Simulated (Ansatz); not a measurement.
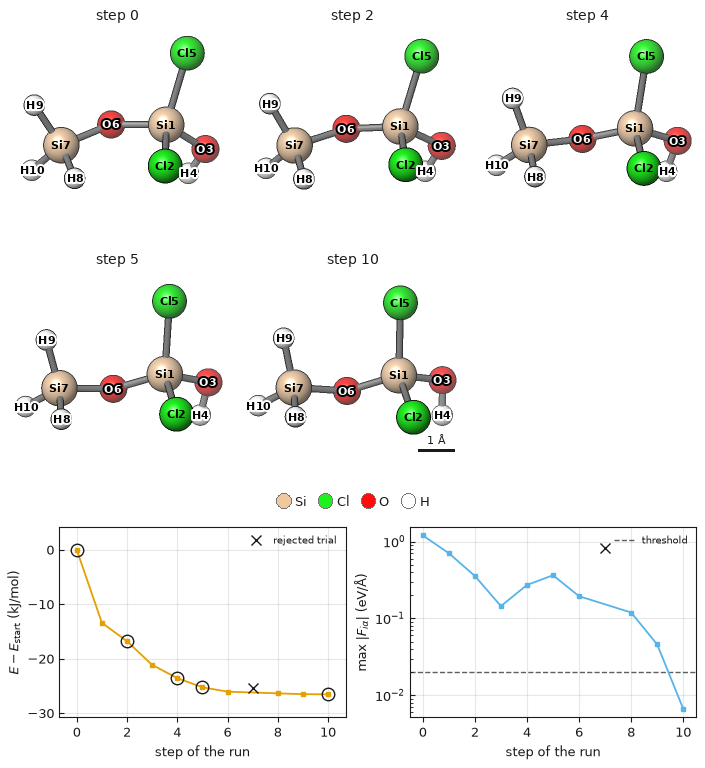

Frames of a relaxation of Si$_{2}$H$_{4}$O$_{2}$Cl$_{2}$, marked on the history of the run. A ball-and-stick model, seen from a free direction.

The run prepares the start of a later molecular dynamics calculation, from a guessed geometry.

The calculation used RKS PBE0-D4/STO-3G (Ansatz).

Input file:
```yaml
crystal:
  periodic: [false, false, false]
  atoms:
    - { symbol: Si, position_ang: [0.0, 0.0, 0.0] }
    - { symbol: Cl, position_ang: [0.0, 0.0, 2.13] }
    - { symbol: O, position_ang: [1.5842, 0.0, -0.5594] }
    - { symbol: H, position_ang: [1.9006, -0.9521, -0.6761] }
    - { symbol: Cl, position_ang: [-1.0032, 1.7381, -0.7093] }
    - { symbol: O, position_ang: [-0.7913, -1.3709, -0.5594] }
    - { symbol: Si, position_ang: [-1.673, -2.4329, 0.3983] }
    - { symbol: H, position_ang: [-1.2634, -2.287, 1.792] }
    - { symbol: H, position_ang: [-3.0964, -2.1323, 0.2761] }
    - { symbol: H, position_ang: [-1.4264, -3.8036, -0.0398] }
basis:
  gaussian: { orbitals: STO-3G }
hamiltonian:
  xc: pbe0
  dispersion: d4
relax:
  f_tol: 0.02
  max_steps: 40
```

Command:
```bash
ansatz run input.yaml --threads 1 --pin off --max-ram 2048MiB --backend cpu --events-out ev --progress --plain --runs-dir out
```

Describe the path.

Answer. The energy falls by 26.5 kJ/mol in 9 accepted moves (10 points after the start). Largest force component: 1.2 eV/Å at the start, 0.0067 eV/Å at the end. The line search rejected the trial step at point 7 of the run. The largest moves after the best rigid fit, 0.63 Å, are those of Cl5 and O6. Largest moves by element: Cl 0.63 Å, O 0.63 Å, H 0.55 Å, Si 0.21 Å. Some distances before and after: Si1–O6 1.679 → 1.641 Å, Si1–Cl5 2.128 → 2.098 Å, O6–Si7 1.680 → 1.707 Å, Si7–H10 1.460 → 1.443 Å. Among the angles between lasting bonds that change: O3–Si1–Cl5 109.5° → 104.8°, O6–Si7–H10 109.5° → 105.1°, Si1–O3–H4 109.5° → 105.6°. Groups turn about Si1–O6 by about 50°, O6–Si7 by about 40°, Si1–O3 by about 30°. Cost: 45 s on 1 thread of Arm Neoverse V1, on a shared host, peak memory 0.14 GiB. From step 0 to 2: Cl and H atoms move most (0.16 Å), energy −16.8 kJ/mol. From step 2 to 4: Cl and O atoms move most (0.29 Å), energy −6.77 kJ/mol. From step 4 to 5: Cl5 moves most (0.20 Å), energy −1.68 kJ/mol. From step 5 to 10: H4 moves most (0.21 Å), energy −1.30 kJ/mol.

```tsv
step	E − E(0), kJ/mol	largest force component, eV/Å	note
0	0.00	1.2006	
1	-13.39	0.7039	
2	-16.77	0.3561	
3	-21.12	0.1444	
4	-23.54	0.2722	
5	-25.22	0.3643	
6	-26.03	0.1945	
7	-25.26	0.8344	rejected
8	-26.34	0.1193	
9	-26.49	0.0458	
10	-26.52	0.0067
```

Limits of the set-up: STO-3G is a minimal basis, so the numbers are rough.
